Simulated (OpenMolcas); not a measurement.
# [SiCl3]+ (SMILES Cl[Si+](Cl)Cl): the energy, rung by rung

The species is [SiCl3]+ (4 atoms), meant as a singlet with charge +1. As SMILES, `Cl[Si+](Cl)Cl`. The coordinates come from a PBE0-D4/def2-TZVP relaxation.

```xyz
4

Cl   -1.5560   -0.6223    0.9909
Si    0.0000   -0.0001   -0.0001
Cl    1.7720   -0.6696    0.4495
Cl   -0.2160    1.2920   -1.4403
```

Each level gives the energy change with the Si2–Cl4 bond stretched from 1.947 to 2.239 Å (eV). The values are calculated.

```json
{"level": "HF/aug-cc-pVDZ (unrestricted)", "kind": "Hartree–Fock", "program": "OpenMolcas", "value (eV)": "0.67"}
{"level": "BLYP/aug-cc-pVDZ (restricted)", "kind": "GGA", "program": "OpenMolcas", "value (eV)": "0.35"}
{"level": "M06-L/aug-cc-pVDZ (restricted)", "kind": "meta-GGA", "program": "OpenMolcas", "value (eV)": "0.61"}
{"level": "TPSS/aug-cc-pVDZ (restricted)", "kind": "meta-GGA", "program": "OpenMolcas", "value (eV)": "0.47"}
{"level": "B3LYP/aug-cc-pVDZ (restricted)", "kind": "global hybrid", "program": "OpenMolcas", "value (eV)": "0.49"}
{"level": "BHLYP/aug-cc-pVDZ (restricted)", "kind": "global hybrid", "program": "OpenMolcas", "value (eV)": "0.62"}
{"level": "M06-2X/aug-cc-pVDZ (restricted)", "kind": "hybrid meta-GGA", "program": "OpenMolcas", "value (eV)": "0.61"}
{"level": "B2PLYP/aug-cc-pVDZ (restricted)", "kind": "double hybrid", "program": "OpenMolcas", "value (eV)": "0.52"}
```

The first shape isn't each level's own minimum. The values span 0.35 to 0.67 eV.

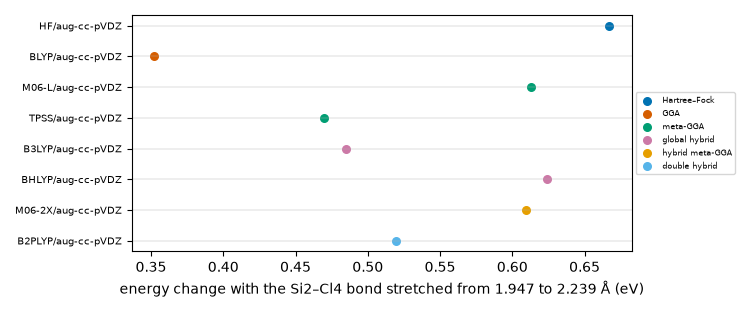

The values of the table, level by level.
